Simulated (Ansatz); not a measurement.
How far to go with shifted k-point meshes: BaTiO₃ (P4mm, 5 atoms in the cell)

```yaml
crystal:
  lattice:
    - [4.01200, 0.00000, 0.00000]
    - [0.00000, 4.01200, 0.00000]
    - [0.00000, 0.00000, 4.01200]
  atoms:
    - { symbol: Ba, position: [0.00000, 0.00000, 0.01246] }
    - { symbol: Ti, position: [0.50000, 0.50000, 0.50000] }
    - { symbol: O, position: [0.50000, 0.00000, 0.50000] }
    - { symbol: O, position: [0.00000, 0.50000, 0.50000] }
    - { symbol: O, position: [0.50000, 0.50000, 0.00000] }
```

Level of theory: PBE (plane waves, PAW; Ansatz, an electronic-structure program).

Base settings: basis.ecutwfc = 30.9 Ry; kpoints.mp_grid.grid = 6 6 6; hamiltonian.xc = pbe; hamiltonian.pseudopotentials = {kind: paw} (the program's default PAW files); scf.occupations.method = fermi_dirac; scf.occupations.width = 0.0007 Ry.

In this ladder: kpoints.mp_grid.shift = 0.5 0.5 0.5.

Shifted meshes do not hold Γ, so a gap read on them misses any band edge there.

Only quantities that move along the ladder and can be compared are tabulated.

The count of work is k-points × plane waves × bands × iterations; it is no time. 

The starting cell has typed, rounded lattice constants, without a prior relaxation at this level. Its lattice was rescaled by up to half a per cent. One atom was moved a little off its site on purpose. Ansatz's pressure includes its estimate of the finite-basis (Pulay) stress.

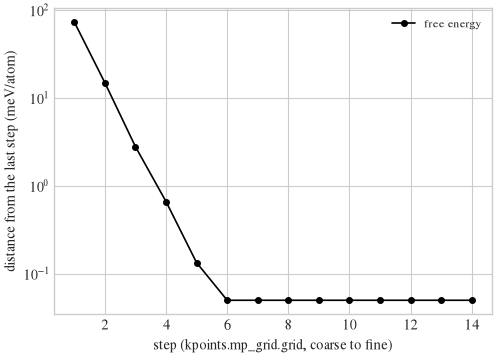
*Distance from the last step along the ladder; very small values are drawn at a floor.*

| kpoints.mp_grid.grid | free energy less the last step's (meV/atom) | pressure (GPa) | largest difference of a force vector from the last step's (eV/Å) | gap on the mesh (eV) | count of work / last |
|---|---|---|---|---|---|
| 2 2 2 | -73.54 | 0.33 | 0.033 | 3.918 | 0.0029 |
| 3 3 3 | -14.97 | 0.82 | 0.005 | 2.613 | 0.015 |
| 4 4 4 | -2.80 | 0.94 | 0.002 | 2.468 | 0.015 |
| 5 5 5 | -0.66 | 0.96 | 0.001 | 2.127 | 0.044 |
| 6 6 6 | -0.13 | 0.96 | 0.000 | 2.117 | 0.044 |
| 7 7 7 | 0.00 | 0.96 | 0.000 | 1.975 | 0.099 |
| 8 8 8 | -0.02 | 0.97 | 0.000 | 1.983 | 0.099 |
| 9 9 9 | 0.02 | 0.96 | 0.000 | 1.908 | 0.19 |
| 10 10 10 | 0.00 | 0.96 | 0.000 | 1.918 | 0.19 |
| 11 11 11 | 0.01 | 0.96 | 0.000 | 1.872 | 0.31 |
| 12 12 12 | 0.01 | 0.96 | 0.000 | 1.882 | 0.31 |
| 13 13 13 | -0.01 | 0.96 | 0.000 | 1.851 | 0.48 |
| 15 15 15 | 0.00 | 0.96 | 0.000 | 1.837 | 0.71 |
| 16 16 16 | 0.00 | 0.96 | 0.000 | 1.845 | 0.71 |
| 18 18 18 | 0.00 | 0.96 | 0.000 | 1.835 | 1.0 |

Coarsest kpoints.mp_grid.grid that holds the pressure within 0.05 GPa of the last step, with all finer ones: 4 4 4, at 0.015 of the last step's count of work; the step before is off by 0.14 GPa.

Coarsest kpoints.mp_grid.grid that holds the forces within 0.01 eV/Å of the last step, with all finer ones: 3 3 3, at 0.015 of the last step's count of work; the step before is off by 0.033 eV/Å.

The gap on the mesh jumps up and down from mesh to mesh; it is no smooth measure of convergence.

Keys are those of Ansatz 0.2.
